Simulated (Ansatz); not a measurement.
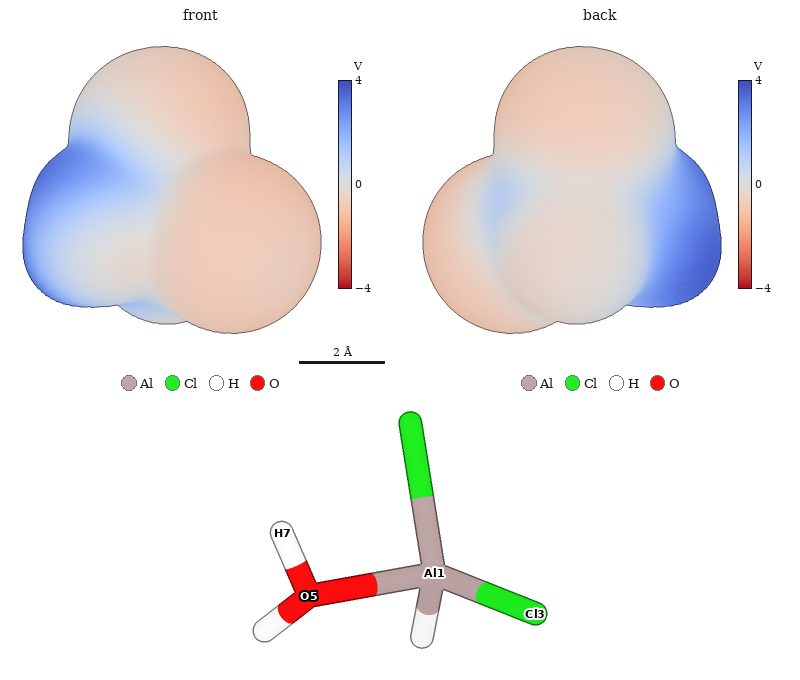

AlCl$_{2}$H$_{3}$O. The molecular electrostatic potential painted on the density surface at 0.001 e/bohr³, seen from the front and from behind; red is negative and blue positive. The bare structure is drawn below in the same view.

Computed with Ansatz, RKS PBE-D4/6-31G*.

Input

```
crystal:
  periodic: [false, false, false]
  atoms:
    - { symbol: Al, position_ang: [0.101301, 0.293394, -0.057515] }
    - { symbol: Cl, position_ang: [0.080223, 0.414645, 2.142623] }
    - { symbol: Cl, position_ang: [1.891581, 0.838136, -1.021742] }
    - { symbol: H, position_ang: [-1.273722, 0.079772, -0.810219] }
    - { symbol: O, position_ang: [0.410229, -2.530371, 0.766496] }
    - { symbol: H, position_ang: [-0.502469, -2.888612, 0.713313] }
    - { symbol: H, position_ang: [0.427957, -2.088963, 1.657944] }
basis:
  gaussian: { orbitals: "6-31G*" }
hamiltonian:
  xc: pbe
  dispersion: d4
relax:
  f_tol: 0.03
  max_steps: 50
output:
  orbitals: {}
```

Run with:

```sh
ansatz run input.yaml --threads 1 --pin off --max-ram 2048MiB --backend cpu --events-out ev --progress --plain --runs-dir out
```

The fields are those of the run's last geometry, not of the input's.

Q: Describe the electrostatic potential map.

A: The most negative region (about −0.9 V, or −21 kcal/mol for a unit charge) lies over Cl3, the most positive (about +3.5 V, or +81 kcal/mol for a unit charge) over H6.
